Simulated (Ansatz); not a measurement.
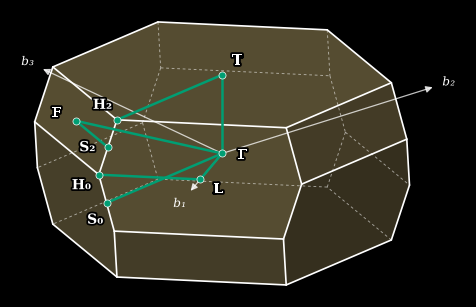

The figure shows the first Brillouin zone with its special points and a band path. Crystal: Na2IF, the end point of a relaxation with Ansatz, DFT PBE, scalar-relativistic, plane waves, PAW; the starting structure was generated, so it need not be a known form of this composition. Geometry calculated from the standardised cell; symmetry tolerance 0.002 Å.

Labels and path follow the convention of Hinuma et al. (2017), as computed by seekpath; the arrows show the directions of the reciprocal primitive vectors b₁, b₂, b₃.

Name the Bravais lattice of the crystal.

A rhombohedral lattice (hR; extended symbol hR1). The zone is a truncated octahedron in its combinatorial type: 14 faces (6 with 4 edges, 8 with 6 edges), 36 edges, 24 vertices.

Write the standard path through the labelled points.

Γ–T–H₂ | H₀–L–Γ–S₀ | S₂–F–Γ
